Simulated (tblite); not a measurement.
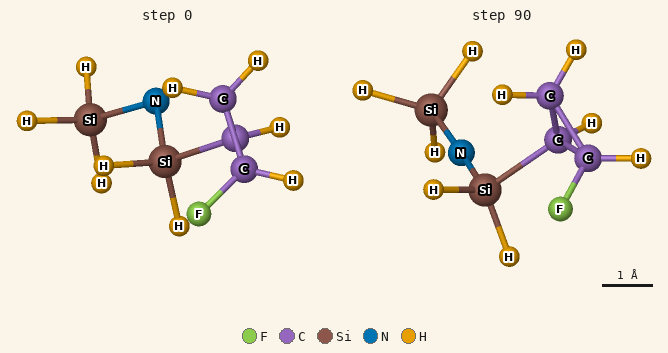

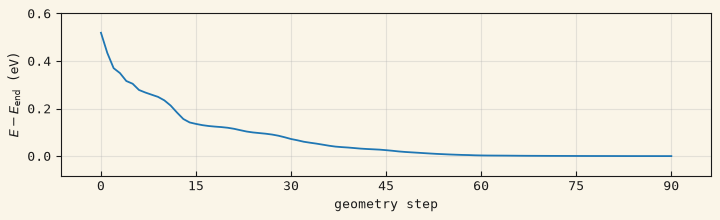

First and last geometry of a relaxation of C₃H₉FNSi₂ (multiplicity 2), with the history of the run. The picture is a ball-and-stick view, seen from a free direction.

These are results of GFN2-xTB geometry optimisation, gas phase in tblite 0.8.0, not measurements. 

Read the history and describe the run.

Answer. It converged. The energy falls by 0.519 eV in 90 geometry steps. An H atom moves most after the best rigid fit: 1.34 Å. By element the largest moves are H 1.34 Å, N 1.21 Å, Si 0.73 Å, F 0.57 Å, C 0.34 Å. Some distances before and after: Si–Si 2.879 → 3.355 Å, N–Si 1.745 → 1.676 Å, C–Si 1.859 → 1.909 Å, H–Si 1.491 → 1.466 Å. Bond angles that change, for instance: Si–N–Si 110.9° → 173.0°, N–Si–H 111.3° → 108.0°, C–Si–N 108.4° → 105.2°.
